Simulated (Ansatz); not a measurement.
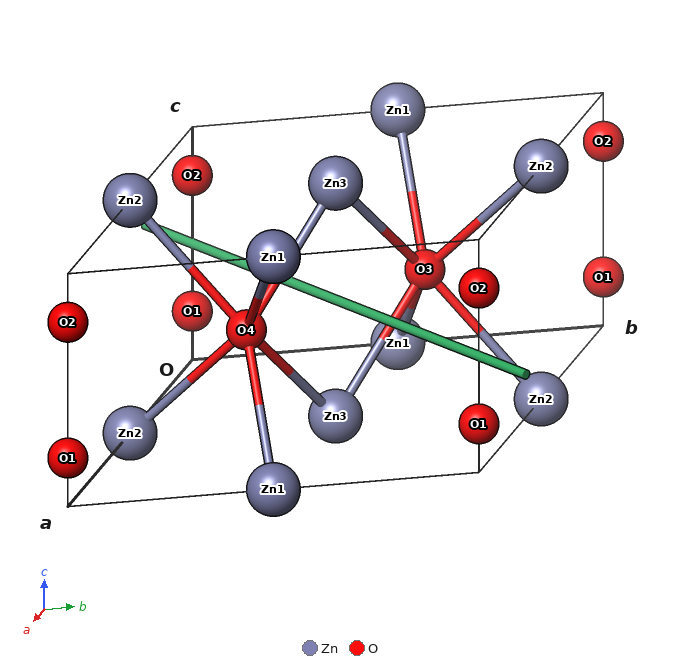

Crystal: Zn₃O₄, coordinates from a relaxation with DFT PBE, scalar-relativistic, plane waves, PAW in Ansatz; the starting structure was generated, so it need not be a known form of this composition. The coloured rod is the axis of a symmetry operation of the crystal. The drawing is computed from the coordinates (standard cell, symmetry found to 0.002 Å).

a = 5.434 Å, b = 5.434 Å, c = 3.223 Å, α = 90.00°, β = 90.00°, γ = 120.00°.

```tsv
atom	x	y	z
Zn1	0.0000	0.5000	0.0000
Zn2	0.5000	0.0000	0.0000
Zn3	0.5000	0.5000	0.0000
O1	0.0000	0.0000	0.2084
O2	0.0000	0.0000	0.7916
O3	0.3333	0.6667	0.5000
O4	0.6667	0.3333	0.5000
```

Take the operation x, y, z → y, x, −z+1.

> What kind of operation is it, and where does it lie?

It is a 2-fold rotation, about the line along [1 1 0] through (1/2, 1/2, 1/2).

> Onto which atom does it carry each atom (up to whole multiples of a, b and c)?

Zn1 → Zn2, Zn2 → Zn1, Zn3 → Zn3, O1 → O2, O2 → O1, O3 → O4, O4 → O3.

> What is the crystal's space group?

P6/mmm (No. 191).
